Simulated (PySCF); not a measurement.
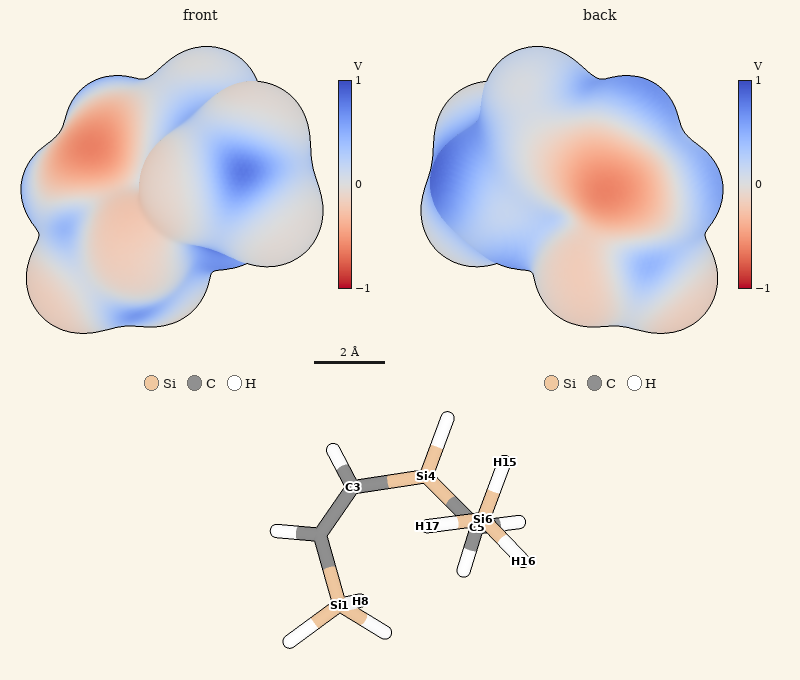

C3H11Si3 (doublet). The electrostatic potential painted on the density surface at 0.001 e/bohr³, seen from the front and from behind; red is negative and blue positive. The bare structure is drawn below in the same view.

Geometry: GFN2-xTB.

Theory: UKS B3LYP, pcH-1 on C H Si, non-relativistic, mean-field spin-orbit, GIAO in PySCF 2.14.0, density-fitted response routines.

Input

```
{"job": {"kind": "epr", "basis": "pcH-1"}, "charge": 0, "multiplicity": 2}
Si    -2.094481    -0.172085     1.213639
C     -2.235243     0.521122    -0.504764
C     -1.271747     0.566767    -1.474400
Si     0.433713    -0.056318    -1.455281
C      1.371369    -0.898469    -0.047255
Si     2.489620     0.274247     0.958146
H     -3.352548     0.079522     1.922012
H     -0.990373     0.441038     1.972226
H     -1.851885    -1.627486     1.209363
H     -3.197195     0.946203    -0.769721
H     -1.553765     1.013969    -2.425919
H      1.262407     0.268739    -2.612772
H      1.984552    -1.704599    -0.454937
H      0.655241    -1.363697     0.628143
H      3.503949     0.833875     0.058874
H      3.158497    -0.467775     2.030090
H      1.680891     1.356978     1.515761
```

Run with:

```sh
OMP_NUM_THREADS=1 python probes_run.py task.json out
```

Question: Which sites attract a positive test charge, and which a negative one?

Answer: A positive charge is drawn to the negative regions and a negative charge to the positive ones. The most negative region (about −0.6 V) lies over the π face of C2 and C3, the most positive (about +0.8 V) over Si6 and H13.
